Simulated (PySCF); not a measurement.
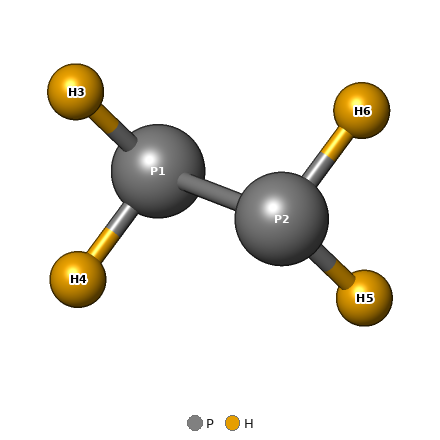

P₂H₄. Vertical core-electron binding energies by ΔSCF (SCAN, pcX-2 on the ionised atom, pcseg-1 elsewhere, spin-free X2C; PySCF, at a PBE0-D3(BJ)/def2-SVP geometry (no frequency check)), gas phase, against the vacuum level. One atom of each kind was ionised; within a panel, areas follow the number of like atoms and 2j + 1 (2p levels are split by first-order spin-orbit coupling, an approximation), each panel is scaled alone, Gaussians of 0.8 eV full width. Only the regions named are shown.

Question: Predict the P 2p and P 1s photoelectron lines.

Answer:
| level | atoms | binding energy (eV) |
| --- | --- | --- |
| P 2p1/2 | P1, P2 | 137.6 |
| P 2p3/2 | P1, P2 | 136.7 |
| P 1s | P1, P2 | 2150.3 |

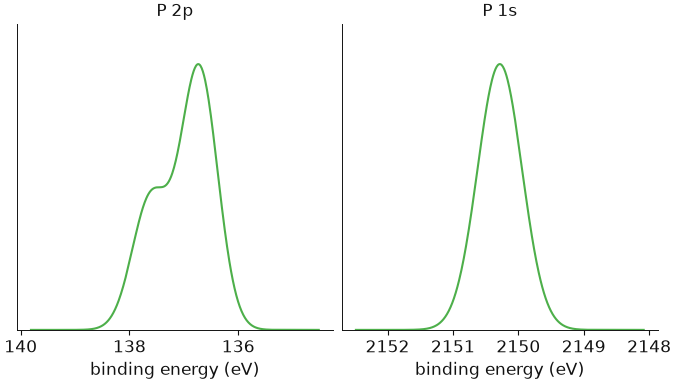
